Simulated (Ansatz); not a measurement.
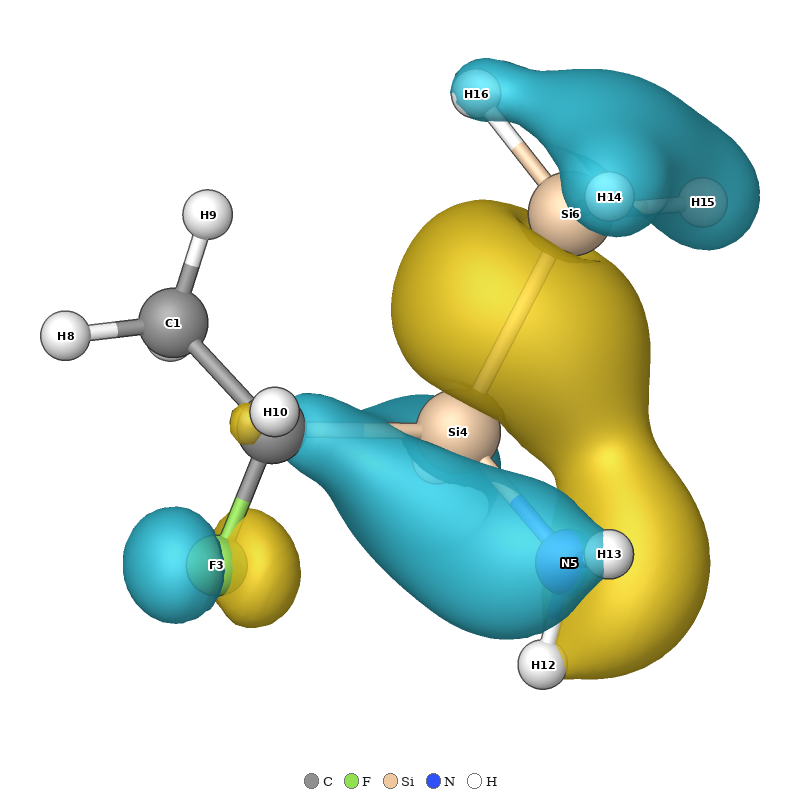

The picture shows: C₂H₁₀FNSi₂ (SMILES CC(F)[SiH](N)[SiH3]). The HOMO−1 at ±0.1 Å⁻³ᐟ² (yellow and cyan are the two phases), seen across its widest extent.

Theory: Ansatz, RKS PBE0-D4/6-31G*.

```xyz
16

C     0.6780   -2.0275   -0.3827
C     1.1151   -0.5821   -0.4880
F     1.6508   -0.3684   -1.7705
Si   -0.3082    0.6820   -0.3007
N     0.1210    2.3396   -0.5740
Si   -1.2603    0.5356    1.8347
H    -0.1428   -2.2441   -1.0753
H     1.5101   -2.6990   -0.6218
H     0.3366   -2.2555    0.6333
H     1.9240   -0.3817    0.2295
H    -1.2966    0.3074   -1.3536
H     0.4206    2.5999   -1.5053
H     0.6705    2.8284    0.1203
H    -0.3284    1.0962    2.8602
H    -2.5393    1.2967    1.9126
H    -1.5362   -0.8836    2.2070
```

Question: What is the character of this orbital?

Answer: Its weight (Hirshfeld) is mainly on Si4 (about 25 %), N5 (about 25 %), Si6 (about 25 %) and F3 (about 5 %). Its energy is −8.15 eV.
